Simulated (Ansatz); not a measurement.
## Electronic structure of CF$_{3}$Si$_{2}$ (SMILES F[Si](F)(F)C#[Si]) (doublet) in real space

Input file:

```
crystal:
  periodic: [false, false, false]
  atoms:
    - {symbol: C, position_ang: [-0.610261, -3.158432, 1.093271]}
    - {symbol: F, position_ang: [-2.144249, -1.612179, -0.744087]}
    - {symbol: F, position_ang: [-3.217365, -2.092091, 1.526702]}
    - {symbol: F, position_ang: [-1.210539, -0.458158, 1.380979]}
    - {symbol: Si, position_ang: [-1.806059, -1.833712, 0.808588]}
    - {symbol: Si, position_ang: [0.557787, -4.374989, 1.387422]}
basis:
  gaussian:
    orbitals: def2-TZVPD
output:
  forces: true
  orbitals: {seedname: orbitals}
hamiltonian:
  xc: {name: PBE0}
magnetization:
  spin_polarized: true
  initial_magnetization: 1
```

Run with:

```sh
ansatz run input.yaml --threads 2 --pin off --max-ram 4350MiB --events-out events.jsonl --progress --plain --runs-dir runs
```

Geometry: r2SCAN-D4/def2-SVP.

Level of theory: Ansatz 0.2.0, isolated molecule in a Gaussian basis; Kohn-Sham density functional theory, functional PBE0.

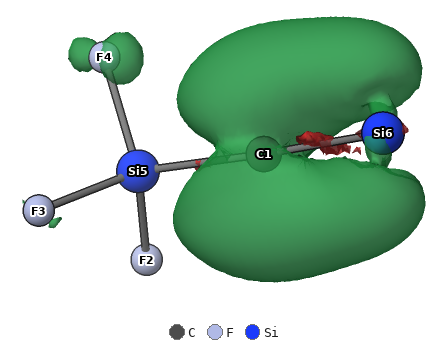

Figure 1. Isosurfaces of the spin density at +0.02 (green) and −0.02 e/Å³ (red), seen at a tilt.

Question: Which atoms carry the spin?

Answer: The unpaired spin (1 electron) lies mostly on C1 (about 0.6), Si6 (about 0.3) and Si5 (about 0.1), in electrons by Hirshfeld's partition.

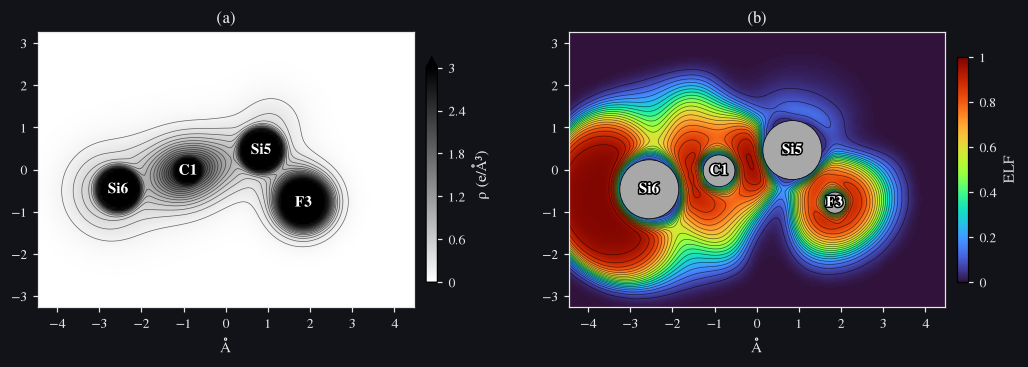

Figure 2. (a) total electron density; (b) electron localisation function on the plane of atoms C1, Si5 and F3. Grey discs cover the atomic cores in the ELF map.

Question: Interpret the plot.

Answer: The section cuts through C, F and Si sites. Si–F (1.60 Å): ρ is about 1.2 e/Å³ halfway; the ELF peaks at about 0.85 in the valence shell of F, 0.6 Å from its nucleus, and is about 0.55 at the midpoint. C–Si (1.71 Å): ρ at the midpoint is about 1.1 e/Å³; the ELF peaks at about 0.90 between the atoms (localised, covalent bonding). C–Si (1.81 Å): the density is about 1.1 e/Å³ at the midpoint; the ELF peaks at about 0.95 between the atoms (a shared electron pair). The ELF also peaks beside F3 and Si6, away from the bonds: non-bonding electrons, paired or unpaired.

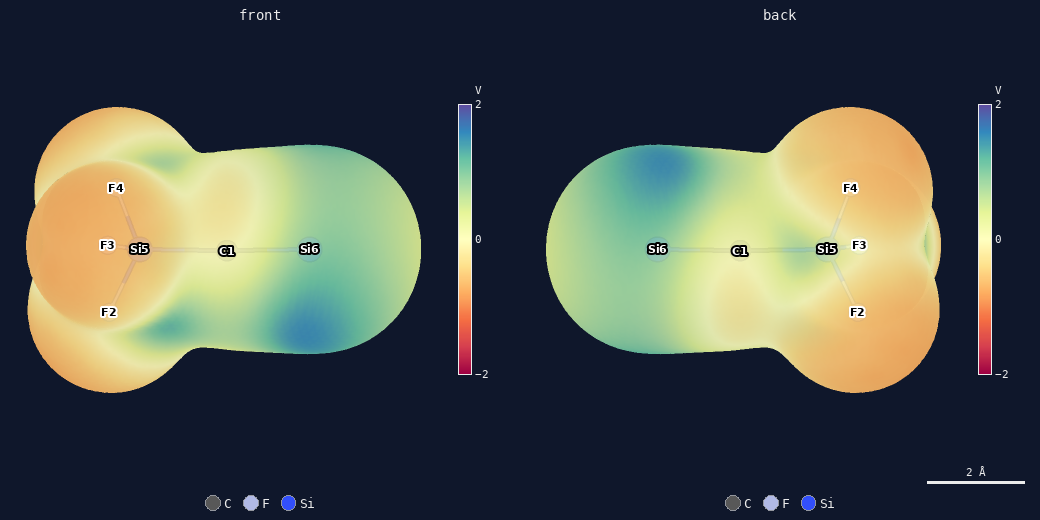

Figure 3. The electrostatic potential painted on the density surface at 0.001 e/bohr³, seen from the front and from behind; red is negative and blue positive.

Question: Where is the surface potential most negative and most positive?

Answer: The most negative region (about −0.8 V) lies over F2, F3 and F4, the most positive (about +1.6 V) over Si6.

Question: What dipole moment does the calculation give?

Answer: Its dipole moment is 3.50 D.
